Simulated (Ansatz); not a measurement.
**Phonon calculation, with input and output: GaHSBr**

GaHSBr, multiplicity 2, computed with UKS wB97M-V/def2-SVP (Ansatz 0.2.0).

Figures and captions count atoms from 1; the log counts them from 0 in places.

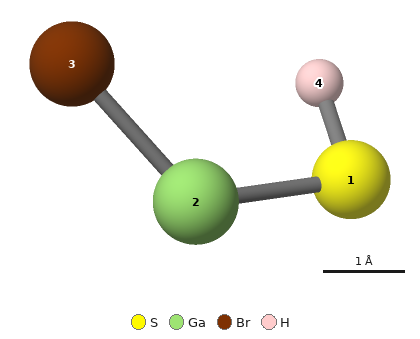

**Figure 1.** The structure as given in the input (ball-and-stick view, seen at a tilt; atoms are numbered from 1 in the order of the input). Sticks mark near contacts. Bond lengths as drawn: Br–Ga 2.32 Å, Ga–S 2.23 Å and H–S 1.35 Å.

## Input
```yaml
crystal:
  periodic: [false, false, false]
  atoms:
    - { symbol: S, position_ang: [-0.70907, 1.242209, -0.710805] }
    - { symbol: Ga, position_ang: [-0.754694, -0.935757, -0.222874] }
    - { symbol: Br, position_ang: [1.044066, -1.758148, 0.989385] }
    - { symbol: H, position_ang: [0.475198, 1.391496, -0.075906] }
magnetization:
  spin_polarized: true
  initial_magnetization: 1
basis:
  gaussian: { orbitals: def2-SVP }
hamiltonian:
  xc: { name: wB97M-V }
phonons: {}
```

Run on 1 thread of Intel Xeon (Sapphire Rapids), 64 GiB of memory available, shared host.

Launched with:
```bash
ansatz run input.yaml --threads 1 --pin off --max-ram 2560MiB --backend cpu --events-out ev --progress --plain --runs-dir out
```

## Output
```
Engine: ansatz 0.2.0, x86_64-unknown-linux-gnu
Functional definition: wB97M-V
  parameter omega = 0.3/bohr
  parameter cx = 0.15
  parameter cx01 = 1.007
  parameter cx10 = 0.259
  parameter css00 = 0.443
  parameter css04 = -1.437
  parameter css10 = -4.535
  parameter css20 = -3.390
  parameter css43 = 4.278
  parameter cos00 = 1.000
  parameter cos10 = 1.358
  parameter cos20 = 2.924
  parameter cos21 = -8.812
  parameter cos60 = -1.390
  parameter cos61 = 9.142
  parameter b = 6.0
  parameter c = 0.01
  gx(w, u) = 1 - cx + cx01*u + cx10*w
  gss(w, u) = css00 + css04*u^4 + css10*w + css20*w^2 + css43*w^4*u^3
  gos(w, u) = cos00 + cos10*w + (cos20 + cos21*u)*w^2 + (cos60 + cos61*u)*w^6
  exchange = spin_sum(e_x_unif_sr(omega)*gx(b97_w, b97_u_x)) + cx*exact_x_sr(omega) + exact_x_lr(omega)
  correlation = spin_sum(e_c_pw_mod_same_spin*gss(b97_w, b97_u_same))
      + integral(e_c_pw_mod_opposite_spin*gos(b97_w_opposite, b97_u_opposite)) + vv10(b, c)
887 factors; integrals over basis functions are off by at most 2.7e-4 eV
235 factors; integrals over basis functions are off by at most 1.5e-6 eV
mean field evaluation 1: about -133250.5963 eV, gradient 1.5e1 eV
mean field evaluation 2: about -133251.2063 eV, gradient 1.5e1 eV
mean field evaluation 4: about -133251.9246 eV, gradient 6.9e-1 eV
mean field evaluation 8: about -133251.9385 eV, gradient 3.5e-2 eV
mean field evaluation 16: about -133251.9386 eV, gradient 2.4e-4 eV
mean field -133251.93858322 eV, -4896.9184215253 hartree, gradient 2.7e-5 eV, S^2 0.753427; 0 other end points of the search recorded, 0 dependent functions left out
the calculation of the forces begins
reference -133251.93861804 eV, -4896.9184228049 hartree; 42, 41 occupied and 45, 46 virtual orbitals, 887 factors
these checks for a lower state are left out or cut short: stability, starts, cluster_reference, orbital_swaps, neighbouring_geometries, increment
887 factors; integrals over basis functions are off by at most 2.7e-4 eV
235 factors; integrals over basis functions are off by at most 1.5e-6 eV
mean field -133251.93851880 eV, -4896.9184191581 hartree, gradient 2.7e-6 eV, S^2 0.753426; 0 other end points of the search recorded, 0 dependent functions left out
[... from here on the field's lines of each further geometry are left out, up to the last ...]
the calculation of the forces begins
reference -133251.93859797 eV, -4896.9184220675 hartree; 42, 41 occupied and 45, 46 virtual orbitals, 887 factors
these checks for a lower state are left out or cut short: stability, starts, cluster_reference, orbital_swaps, neighbouring_geometries, increment
887 factors; integrals over basis functions are off by at most 2.7e-4 eV
235 factors; integrals over basis functions are off by at most 1.5e-6 eV
mean field evaluation 160: about -133251.9386 eV, gradient 5.2e-2 eV
mean field -133251.93856618 eV, -4896.9184208991 hartree, gradient 2.0e-6 eV, S^2 0.753426; 0 other end points of the search recorded, 0 dependent functions left out
the calculation of the forces begins
reference -133251.93860100 eV, -4896.9184221786 hartree; 42, 41 occupied and 45, 46 virtual orbitals, 887 factors
Total energy: -133251.93861804 eV, -4896.9184228049 hartree
Atom 0 at    -0.709070     1.242209    -0.710805 Å, force     0.000360    -0.000232     0.000187 eV/Å
Atom 1 at    -0.754694    -0.935757    -0.222874 Å, force     0.001493     0.000790     0.000711 eV/Å
Atom 2 at     1.044066    -1.758148     0.989385 Å, force    -0.000769    -0.000723    -0.000300 eV/Å
Atom 3 at     0.475198     1.391496    -0.075906 Å, force    -0.001085     0.000164    -0.000598 eV/Å
Dipole moment:    -0.142067     0.003550    -0.081301 e Å
Vibrations: 100.05 232.04 280.64 384.57 625.01 2696.96 cm⁻¹, zero-point energy 0.267760 eV
```

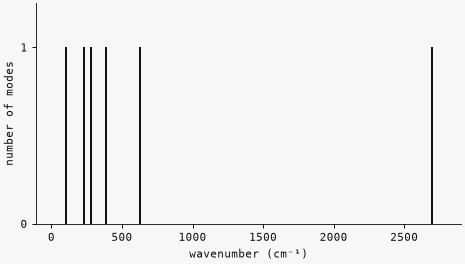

**Figure 2.** Harmonic vibrational wavenumbers from the force constants; neighbouring modes closer than 12 cm⁻¹ are counted in one stick. 6 modes from 100 to 2697 cm⁻¹, none imaginary.

## Key numbers

| quantity | value |
| --- | --- |
| outcome | converged |
| total energy | −133251.9386 eV |
| mean-field energy | −133251.9386 eV |
| ⟨S²⟩ | 0.753 |
| largest force (length of the vector) | 0.002 eV/Å |
| wall time | 3.8 min |
| peak memory | 0.48 GiB |
